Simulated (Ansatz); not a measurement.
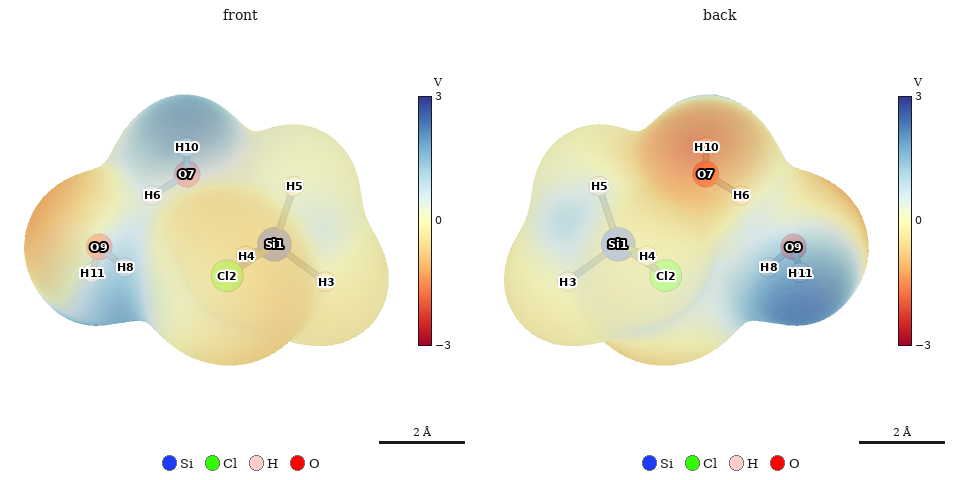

The picture shows: ClH₃Si···H₂O···H₂O. The molecular electrostatic potential painted on the density surface at 0.001 e/bohr³, seen from the front and from behind; the colour scale runs from red (negative) to blue (positive).

These are results of Ansatz 0.2.0, RKS PBE0/6-31G*, not measurements.

```yaml
atoms:
  - { symbol: Si, position_ang: [-0.4783, 0.0029, -1.7102] }
  - { symbol: Cl, position_ang: [1.4652, -0.5173, -1.1096] }
  - { symbol: H, position_ang: [-0.5332, -0.5948, -3.0765] }
  - { symbol: H, position_ang: [-1.4916, -0.6925, -0.8899] }
  - { symbol: H, position_ang: [-0.6203, 1.4649, -1.8726] }
  - { symbol: H, position_ang: [-0.1733, 0.5250, 1.3598] }
  - { symbol: O, position_ang: [-0.5706, 1.1343, 0.6996] }
  - { symbol: H, position_ang: [1.3298, -0.9553, 1.3792] }
  - { symbol: O, position_ang: [0.8083, -0.7473, 2.1703] }
  - { symbol: H, position_ang: [-0.0068, 1.9168, 0.7312] }
  - { symbol: H, position_ang: [0.2709, -1.5367, 2.3187] }
```

Question: Describe the electrostatic potential map.

Answer: The most negative region (about −1.5 V) lies over O7, the most positive (about +2.3 V) over H11. O7 is the likeliest acceptor of a hydrogen bond.
